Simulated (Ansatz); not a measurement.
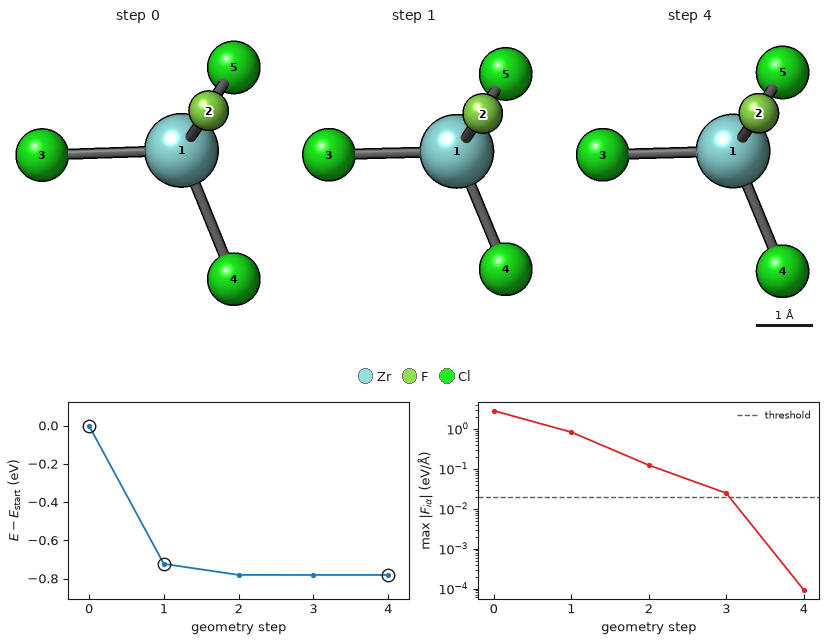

Frames of a relaxation of ZrCl3F, marked on the history of the run. A ball-and-stick model, seen at a tilt.

The run prepares the start of a later molecular dynamics calculation, from a guessed geometry.

All numbers below come from RHF/def2-SVP (Ansatz 0.2.0).

Input file:
```yaml
crystal:
  periodic: [false, false, false]
  atoms:
    - { symbol: Zr, position_ang: [0.0, 0.0, 0.0] }
    - { symbol: F, position_ang: [0.0, 0.0, 1.98] }
    - { symbol: Cl, position_ang: [2.3764, 0.0, -0.8392] }
    - { symbol: Cl, position_ang: [-1.1869, 2.0563, -0.8392] }
    - { symbol: Cl, position_ang: [-1.1869, -2.0563, -0.8392] }
basis:
  gaussian: { orbitals: def2-SVP }
hamiltonian:
  xc: hf
relax:
  f_tol: 0.02
  max_steps: 40
```

Run as
```bash
ansatz run input.yaml --threads 1 --pin off --max-ram 2048MiB --backend cpu --events-out ev --progress --plain --runs-dir out
```

> What happens along the run?

The largest moves after the best rigid fit, 0.16 Å, are those of Cl3, Cl4 and Cl5. Largest moves by element: Cl 0.16 Å, F 0.13 Å, Zr 0.03 Å. Near-neighbour distances that change, for instance: Zr1–Cl3 2.520 → 2.354 Å, Zr1–F2 1.980 → 1.882 Å. After 4 geometry steps the energy has fallen by 0.781 eV. Largest force component: 2.8 eV/Å at the start, under 0.0001 eV/Å at the end. Cost: 17 s on 1 thread of Arm Neoverse V1, with other jobs on the host, peak memory 0.21 GiB. From step 0 to 1: Cl atoms move most (0.19 Å), energy −0.723 eV. From step 1 to 4: Cl atoms move most (0.04 Å), energy −0.058 eV.

| step | E − E(0), eV | largest force component, eV/Å |
| --- | --- | --- |
| 0 | 0.0000 | 2.8335 |
| 1 | -0.7232 | 0.8274 |
| 2 | -0.7809 | 0.1230 |
| 3 | -0.7812 | 0.0245 |
| 4 | -0.7812 | 0.0001 |

Limits of the set-up: Hartree-Fock leaves out electron correlation.
